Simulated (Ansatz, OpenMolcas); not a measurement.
# How basis sets differ on AlCl3 (aluminium trichloride (monomer))

The species is AlCl3 (4 atoms), meant as a singlet with charge 0. SMILES: `Cl[Al](Cl)Cl`. Geometry: relaxed at PBE0-D4/def2-TZVP.

Each level gives the HOMO–LUMO gap (eV). The values are calculated.

| level | kind | program | value (eV) |
| --- | --- | --- | --- |
| HF/ANO-R0 (sfX2C) | Hartree–Fock | OpenMolcas | 13.27 |
| HF/STO-3G | Hartree–Fock | OpenMolcas | 16.88 |
| HF/3-21G | Hartree–Fock | Ansatz | 14.15 |
| HF/6-31G | Hartree–Fock | OpenMolcas | 14.05 |
| HF/6-311+G** | Hartree–Fock | Ansatz | 13.44 |

The values span 13.27 to 16.88 eV. A Hartree–Fock LUMO above zero doesn't converge with the basis: it sinks as sets grow more diffuse. Orbital gaps aren't excitation energies.

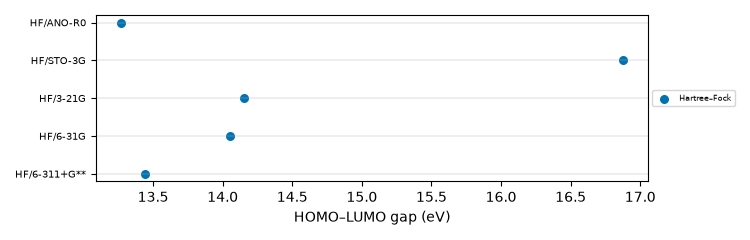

The values of the table, level by level.
